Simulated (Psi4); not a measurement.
# Excited-state calculation, with input and output: SiH5 (charge −1)

System: SiH5, charge −1, SMILES [H][Si-]([H])([H])([H])[H].
Method: TDDFT (SVWN-RPA)/6-31G**, RKS (Psi4 1.11).

The geometry was optimised with SVWN-RPA/6-31G**.

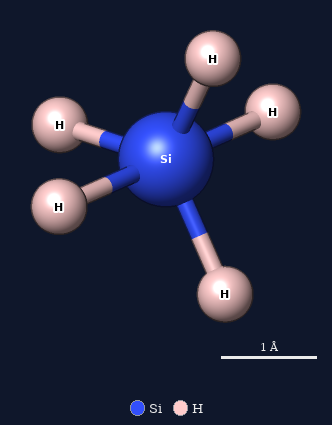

*The structure as given in the input (ball-and-stick view, seen at a tilt).*

Bond lengths as drawn: H–Si 1.55 to 1.62 Å.

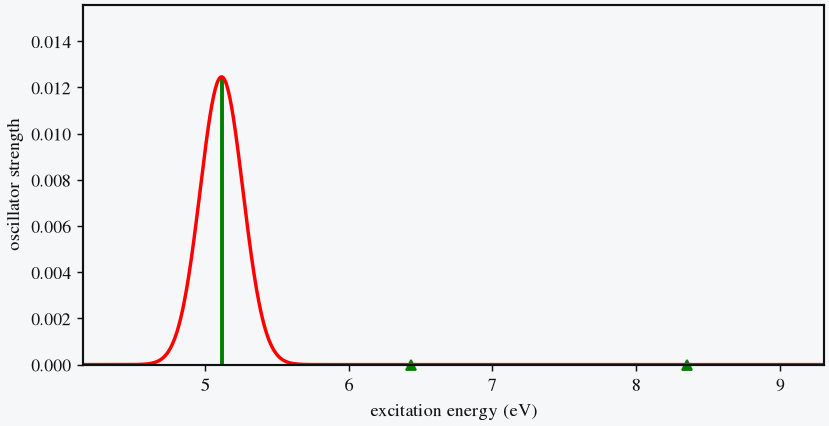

*Computed excitations as sticks (degenerate states added up, dark ones marked on the axis), with a Gaussian envelope of 0.35 eV full width at half maximum, scaled to the tallest.*

Of the 4 states the lowest lies at 5.11 eV (f = 0.012); the strongest line is at 5.12 eV, or 242 nm (f = 0.012).

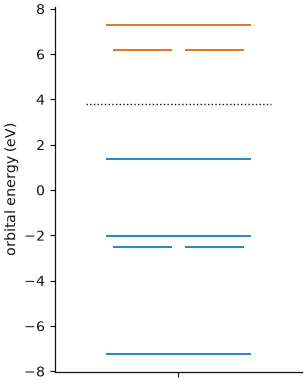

*Orbital energies near the frontier; the dotted line parts filled from empty levels, and levels within 0.02 eV of each other stand side by side.*

Highest filled 1.37 eV, lowest empty 6.20 eV, 4.83 eV apart.

These pictures come from the run below.

Input (calc.py):
```python
import psi4

psi4.set_memory(1600000000)
psi4.set_num_threads(1)
psi4.core.set_output_file('output.dat', False)

with open('h5si.xyz') as f:
    atoms = ''.join(f.readlines()[2:])
m = psi4.geometry('-1 1\n' + atoms + 'symmetry c1')

psi4.set_options({
    'basis': '6-31G**',
    'save_jk': True,
})

from psi4.driver.procrouting.response.scf_response import tdscf_excitations
E, wfn = psi4.energy("svwn", molecule=m, return_wfn=True)
states = tdscf_excitations(wfn, states=4, tda=False)
for k, s in enumerate(states, 1):
    print(f"root {k}: {s['EXCITATION ENERGY'] * 27.211386:.4f} eV  f = {s['OSCILLATOR STRENGTH (LEN)']:.4f}  {s['SYMMETRY']}")
print(f'svwn energy: {E:.10f} Eh')
```

File h5si.xyz:
```
6
H5Si
Si    -0.000185     0.000201     0.001197
H     -0.020549    -0.007628     1.625349
H      0.020570     0.008291    -1.622892
H      1.551604     0.012739     0.020923
H     -0.788039     1.337232    -0.002205
H     -0.764869    -1.350051    -0.015078
```

Launch command:
```bash
python calc.py
```

What the program printed:
```
=> Loading Basis Set <=

    Name: 6-31G**
    Role: ORBITAL
    Keyword: BASIS

         ---------------------------------------------------------
                                   SCF
                              RKS Reference
                        1 Threads,   1525 MiB Core
         ---------------------------------------------------------

  ==> Geometry <==

    Molecular point group: c1
    Full point group: C1

    Geometry (in Angstrom), charge = -1, multiplicity = 1:

       Center              X                  Y                   Z               Mass
    ------------   -----------------  -----------------  -----------------  -----------------
         SI           0.000010928059     0.000012881679    -0.000003418834    27.976926534650
         H           -0.020353071941    -0.007816118321     1.624148581166     1.007825032230
         H            0.020765928059     0.008102881679    -1.624092418834     1.007825032230
         H            1.551799928059     0.012550881679     0.019722581166     1.007825032230
         H           -0.787843071941     1.337043881679    -0.003405418834     1.007825032230
         H           -0.764673071941    -1.350239118321    -0.016278418834     1.007825032230

  Running in c1 symmetry.

  Rotational constants: A =      2.31507  B =      1.88212  C =      1.88131 [cm^-1]
  Rotational constants: A =  69404.01534  B =  56424.61120  C =  56400.28060 [MHz]
  Nuclear repulsion =   25.610547452428484

  Charge       = -1
  Multiplicity = 1
  Electrons    = 20
  Nalpha       = 10
  Nbeta        = 10

  ==> Algorithm <==

  SCF Algorithm Type is DF.
  DIIS enabled.
  MOM disabled.
  Fractional occupation disabled.
  Guess Type is SAD.
  Energy threshold   = 1.00e-06
  Density threshold  = 1.00e-06
  Integral threshold = 1.00e-12

  ==> Primary Basis <==

  Basis Set: 6-31G**
    Blend: 6-31G**
    Number of shells: 23
    Number of basis functions: 44
    Number of Cartesian functions: 44
    Spherical Harmonics?: false
    Max angular momentum: 2

  ==> DFT Potential <==

   => LibXC <=

    Version 7.1.2

   => Composite Functional: SVWN <=

    Slater exchange
    Vosko, Wilk & Nusair (VWN5_RPA)

    Deriv               =              1
    GGA                 =          FALSE
    Meta                =          FALSE

    Exchange Hybrid     =          FALSE
    MP2 Hybrid          =          FALSE

   => Exchange Functionals <=

    1.0000         XC_LDA_X

   => Correlation Functionals <=

    1.0000   XC_LDA_C_VWN_RPA

   => LibXC Density Thresholds  <==

    XC_LDA_C_VWN_RPA:  1.00E-15
    XC_LDA_X:  1.00E-15

   => Molecular Quadrature <=

    Radial Scheme          =       TREUTLER
    Pruning Scheme         =           NONE
    Nuclear Scheme         =       TREUTLER

    Blocking Scheme        =         OCTREE
    BS radius alpha        =              1
    Pruning alpha          =              1
    Radial Points          =             75
    Spherical Points       =            302
    Total Points           =         131244
    Total Blocks           =           1050
    Max Points             =            255
    Max Functions          =             44
    Weights Tolerance      =       1.00E-15

   => Loading Basis Set <=

    Name: (6-31G** AUX)
    Role: JKFIT
    Keyword: DF_BASIS_SCF

  ==> Integral Setup <==

  DFHelper Memory: AOs need 0.005 GiB; user supplied 1.079 GiB.
  SCF_SUBTYPE=INCORE selected. In-core MEM_DF algorithm will be used.
  Using in-core AOs.

  ==> MemDFJK: Density-Fitted J/K Matrices <==

    J tasked:                   Yes
    K tasked:                    No
    wK tasked:                   No
    Memory [MiB]:              1105
    Algorithm:                 Core
    Schwarz Cutoff:           1E-12
    Mask sparsity (%):       0.0000
    Fitting Condition:        1E-10

   => Auxiliary Basis Set <=

  Basis Set: (6-31G** AUX)
    Blend: CC-PVDZ-JKFIT
    Number of shells: 81
    Number of basis functions: 255
    Number of Cartesian functions: 255
    Spherical Harmonics?: false
    Max angular momentum: 3

  Cached 100.0% of DFT collocation blocks in 0.038 [GiB].

  Minimum eigenvalue in the overlap matrix is 8.8521437286E-03.
  Reciprocal condition number of the overlap matrix is 1.7194343509E-03.
    Using symmetric orthogonalization.

  ==> Pre-Iterations <==

  SCF Guess: Superposition of Atomic Densities via on-the-fly atomic UHF (no occupation information).

   -------------------------
    Irrep   Nso     Nmo
   -------------------------
     A         44      44
   -------------------------
    Total      44      44
   -------------------------

  ==> Iterations <==

                           Total Energy        Delta E     RMS |[F,P]|

   @DF-RKS iter SAD:  -291.21281557580551   -2.91213e+02   0.00000e+00
   @DF-RKS iter   1:  -291.42291696602587   -2.10101e-01   9.26559e-03 ADIIS/DIIS
   @DF-RKS iter   2:  -291.42676433188075   -3.84737e-03   9.58585e-03 ADIIS/DIIS
   @DF-RKS iter   3:  -291.57383761955469   -1.47073e-01   4.72037e-04 ADIIS/DIIS
   @DF-RKS iter   4:  -291.57414595651130   -3.08337e-04   3.25042e-05 DIIS
   @DF-RKS iter   5:  -291.57414747271486   -1.51620e-06   9.66498e-07 DIIS
   @DF-RKS iter   6:  -291.57414747401140   -1.29654e-09   1.73367e-07 DIIS
  Energy and wave function converged.

  ==> Post-Iterations <==

   Electrons on quadrature grid:
      Ntotal   =   19.9999976604 ; deviation = -2.340e-06

    Orbital Energies [Eh]
    ---------------------

    Doubly Occupied:

       1A    -64.914841     2A     -4.803929     3A     -3.245944
       4A     -3.245939     5A     -3.243035     6A     -0.266057
       7A     -0.092652     8A     -0.092617     9A     -0.074725
      10A      0.050384

    Virtual:

      11A      0.227753    12A      0.227905    13A      0.267786
      14A      0.351659    15A      0.387412    16A      0.387422
      17A      0.404999    18A      0.426505    19A      0.736803
      20A      0.736811    21A      0.758436    22A      0.832673
      23A      0.832766    24A      1.145072    25A      1.205271
      26A      1.205543    27A      1.240681    28A      1.317329
      29A      2.148182    30A      2.182363    31A      2.182406
      32A      2.220524    33A      2.220593    34A      2.232658
      35A      2.348101    36A      2.348246    37A      2.379816
      38A      2.379880    39A      2.521907    40A      2.679849
      41A      2.849643    42A      2.849961    43A      2.858206
      44A      3.321558

    Final Occupation by Irrep:
              A
    DOCC [    10 ]
    NA   [    10 ]
    NB   [    10 ]

  @DF-RKS Final Energy:  -291.57414747401140

   => Energetics <=

    Nuclear Repulsion Energy =             25.6105474524284844
    One-Electron Energy =                -459.4061343134022195
    Two-Electron Energy =                 164.2634775902441220
    DFT Exchange-Correlation Energy =     -22.0420382032817912
    Empirical Dispersion Energy =           0.0000000000000000
    VV10 Nonlocal Energy =                  0.0000000000000000
    Total Energy =                       -291.5741474740113972

Computation Completed

Properties will be evaluated at   0.000000,   0.000000,   0.000000 [a0]

Properties computed using the SCF density matrix

 Multipole Moments:

 ------------------------------------------------------------------------------------
     Multipole            Electronic (a.u.)      Nuclear  (a.u.)        Total (a.u.)
 ------------------------------------------------------------------------------------

 L = 1.  Multiply by 2.5417464519 to convert [e a0] to [Debye]
 Dipole X            :          0.0001519           -0.0002842           -0.0001323
 Dipole Y            :          0.0003070           -0.0003350           -0.0000280
 Dipole Z            :         -0.0002131            0.0000889           -0.0001242
 Magnitude           :                                                    0.0001836

 ------------------------------------------------------------------------------------

	total time  =          2 seconds =       0.03 minutes

******************************************************************************************
**********                               WARNING                                **********
**********       The names of excited state variables changed between 1.5       **********
**********     and 1.6. For a quick solution, remove the symmetry specifier     **********
**********   from the variable name. For full details, see 'Notes on Psivars'   **********
**********                        in the documentation.                         **********
******************************************************************************************

         ---------------------------------------------------------
                         TDSCF excitation energies
         ---------------------------------------------------------

  ==> Options <==

     Residual threshold  : 1.0000e-04
     Initial guess       : denominators
     Reference           : RHF
     Solver type         : RPA (Hamiltonian)

  ==> Requested Excitations <==

      4 singlet states with A symmetry

  ==> Seeking the lowest 4 singlet states with A symmetry

                        Generalized Hamiltonian Solver

  ==> Options <==

    Max number of iterations        = 60
    Eigenvector tolerance           = 1.0000e-04
    Max number of expansion vectors = 800

  => Iterations <=
                              Max[D[value]]     Max[|R|]   # vectors
  HamiltonianSolver iter   1:   3.07665e-01  1.08505e-01     16
  HamiltonianSolver iter   2:   7.02875e-03  4.25613e-02     20
  HamiltonianSolver iter   3:   3.49661e-04  1.40537e-02     28
  HamiltonianSolver iter   4:   3.63506e-05  3.98833e-03     36
  HamiltonianSolver iter   5:   2.17028e-06  1.02831e-03     44
  HamiltonianSolver iter   6:   1.45483e-07  1.90020e-04     48
  HamiltonianSolver iter   7:   4.03637e-09  6.93380e-05     52      Converged

******************************************************************************************
**********                               WARNING                                **********
**********  Length-gauge rotatory strengths are **NOT** gauge-origin invariant  **********
******************************************************************************************

                                    Excitation Energy         Total Energy        Oscillator Strength             Rotatory Strength
     #   Sym: GS->ES (Trans)        au              eV              au          au (length)    au (velocity)    au (length)    au (velocity)
    ---- -------------------- --------------- --------------- --------------- --------------- --------------- --------------- ---------------
     1        A->A (1 A)       0.18794         5.11417        -291.38621       0.0124          0.0305         -0.0000         -0.0000
     2        A->A (1 A)       0.18810         5.11847        -291.38605       0.0125          0.0305          0.0000          0.0000
     3        A->A (1 A)       0.23640         6.43280        -291.33775       0.0000          0.0000          0.0000          0.0000
     4        A->A (1 A)       0.30686         8.35000        -291.26729       0.0000          0.0000         -0.0000         -0.0000

Contributing excitations and de-excitations
Only contributions with abs(coeff) > 1.00e-01 will be printed:

Excited State    1 (1 A):   0.18794 au   242.43 nm f = 0.0124
  Sums of squares: Xssq =  1.002300e+00; Yssq =  2.299588e-03; Xssq - Yssq =  1.000000e+00
     10a  ->  11a     0.994624 (98.928%)

Excited State    2 (1 A):   0.18810 au   242.23 nm f = 0.0125
  Sums of squares: Xssq =  1.002299e+00; Yssq =  2.299286e-03; Xssq - Yssq =  1.000000e+00
     10a  ->  12a    -0.994604 (98.924%)

Excited State    3 (1 A):   0.23640 au   192.74 nm f = 0.0000
  Sums of squares: Xssq =  1.003692e+00; Yssq =  3.692265e-03; Xssq - Yssq =  1.000000e+00
     10a  ->  13a    -0.984612 (96.946%)

Excited State    4 (1 A):   0.30686 au   148.48 nm f = 0.0000
  Sums of squares: Xssq =  1.000206e+00; Yssq =  2.059938e-04; Xssq - Yssq =  1.000000e+00
      9a  ->  11a    -0.999574 (99.915%)

******************************************************************************************
**********                               WARNING                                **********
**********       The names of excited state variables changed between 1.5       **********
**********     and 1.6. For a quick solution, remove the symmetry specifier     **********
**********   from the variable name. For full details, see 'Notes on Psivars'   **********
**********                        in the documentation.                         **********
******************************************************************************************
```

Summary:

- outcome: converged
- total energy: −291.574147 hartree
- basis functions: 44
- HOMO: 1.37 eV
- LUMO: 6.20 eV
- lowest excitation: 5.11 eV
- hardware: 1 thread of Intel Xeon (Sapphire Rapids), 64 GiB of memory available, shared host
- wall time: 6.3 s
- peak memory: 0.25 GiB

The record of the run, not the program, notes: unbound anion.
